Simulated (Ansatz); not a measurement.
# FGeH₄Si+ (SMILES F[SiH+][GeH3]): one structure at several levels

The atoms stand at a structure displaced at random from a GFN2-xTB minimum. How far do the functionals agree with CCSD(T) there?

Computed with Ansatz 0.2.0, Gaussian basis. Level: single points in def2-TZVPP.

Correlated methods freeze the cores. Filled d shells of the heavier atoms are correlated. B3LYP uses VWN-RPA correlation.

## Step 1: Where the work starts

SMILES `F[SiH+][GeH3]`, 7 atoms, charge 1, spin multiplicity 1.

Atoms are counted from 1 here; the program's logs count them from 0.

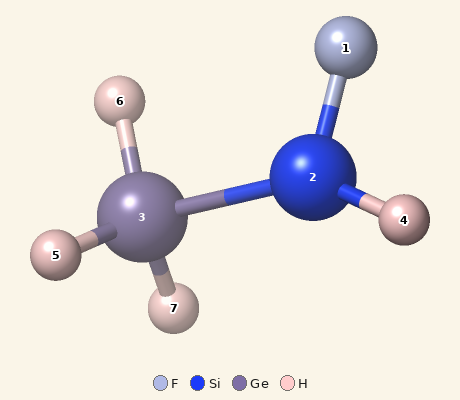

The starting geometry (fluorine light blue, silicon blue, germanium purple, hydrogen pink); atoms are numbered from 1 in the order of the file.

As a file:

```xyz
7

F    -1.3341   -1.4063    1.1593
Si   -0.3756   -1.2290   -0.0827
Ge    0.4377    1.0237   -0.1093
H    -0.4098   -2.5731   -0.7328
H     0.0153    1.6281   -1.3612
H    -0.2183    1.5916    1.1432
H     1.9139    0.9191   -0.0144
```

## Step 2: CCSD(T)/def2-TZVPP

The input, run/in.yaml:

```yaml
crystal:
  periodic: [false, false, false]
  atoms:
    - {symbol: F, position_ang: [-1.334100, -1.406300, 1.159300]}
    - {symbol: Si, position_ang: [-0.375600, -1.229000, -0.082700]}
    - {symbol: Ge, position_ang: [0.437700, 1.023700, -0.109300]}
    - {symbol: H, position_ang: [-0.409800, -2.573100, -0.732800]}
    - {symbol: H, position_ang: [0.015300, 1.628100, -1.361200]}
    - {symbol: H, position_ang: [-0.218300, 1.591600, 1.143200]}
    - {symbol: H, position_ang: [1.913900, 0.919100, -0.014400]}
basis:
  gaussian: {orbitals: def2-TZVPP}
total_charge: 1
correlation: {method: ccsd_t}
output: {forces: true}
```

No record of the launch command was kept for these runs.

## Step 3: PBE0-D4/def2-TZVPP

Changes to run/in.yaml since step 2:

```diff
@@ -13,3 +13,3 @@
 total_charge: 1
-correlation: {method: ccsd_t}
-output: {forces: true}
+hamiltonian: {xc: pbe0, dispersion: d4}
+output: {forces: true, orbitals: {seedname: orbitals}}
```

## Step 4: wB97M-V/def2-TZVPP

Changes to run/in.yaml since step 3:

```diff
@@ -13,3 +13,3 @@
 total_charge: 1
-hamiltonian: {xc: pbe0, dispersion: d4}
-output: {forces: true, orbitals: {seedname: orbitals}}
+hamiltonian: {xc: {name: wB97M-V}}
+output: {forces: true}
```

## Step 5: r2SCAN-D4/def2-TZVPP

Changes to run/in.yaml since step 4:

```diff
@@ -13,3 +13,3 @@
 total_charge: 1
-hamiltonian: {xc: {name: wB97M-V}}
+hamiltonian: {xc: r2scan, dispersion: d4}
 output: {forces: true}
```

## Step 6: PBE-D4/def2-TZVPP

Changes to run/in.yaml since step 5:

```diff
@@ -13,3 +13,3 @@
 total_charge: 1
-hamiltonian: {xc: r2scan, dispersion: d4}
+hamiltonian: {xc: pbe, dispersion: d4}
 output: {forces: true}
```

## Step 7: CAM-B3LYP-D4/def2-TZVPP

Changes to run/in.yaml since step 6:

```diff
@@ -13,3 +13,3 @@
 total_charge: 1
-hamiltonian: {xc: pbe, dispersion: d4}
+hamiltonian: {xc: {name: CAM-B3LYP}, dispersion: d4}
 output: {forces: true}
```

## Step 8: B3LYP-D4/def2-TZVPP

Changes to run/in.yaml since step 7:

```diff
@@ -13,3 +13,3 @@
 total_charge: 1
-hamiltonian: {xc: {name: CAM-B3LYP}, dispersion: d4}
+hamiltonian: {xc: {name: B3LYP}, dispersion: d4}
 output: {forces: true}
```

(Steps that only read results are left out.)

**Question.** What will these runs give? Wanted: energy less free atoms, CCSD(T)/def2-TZVPP; RMS force component; RMS force error; HOMO and LUMO, PBE0-D4; T1 diagnostic.

As calculated:

```
                                  quantity                                                                                                 value
energy less free atoms, CCSD(T)/def2-TZVPP                                                                                        -1207.1 kJ/mol
                       RMS force component                                                                  0.518 to 0.578 eV/Å over the methods
                           RMS force error  PBE0-D4 0.086, wB97M-V 0.055, r2SCAN-D4 0.110, PBE-D4 0.289, CAM-B3LYP-D4 0.027, B3LYP-D4 0.082 eV/Å
                    HOMO and LUMO, PBE0-D4                                                                                   -14.96 and -8.95 eV
                             T1 diagnostic                                                                                                 0.014
```

In words: Against CCSD(T) the functionals' energies less atoms differ by -32.7 to +6.1 kJ/mol, PBE-D4 by -22.3 kJ/mol. A larger basis would deepen the CCSD(T) value, while the functionals are nearly converged already, so the order here is not reliable. The forces of CAM-B3LYP-D4 come nearest to CCSD(T), those of PBE-D4 are farthest. Frozen-core CCSD(T) forces in triple zeta carry basis errors of their own, and this is one geometry, so small gaps rank nothing.
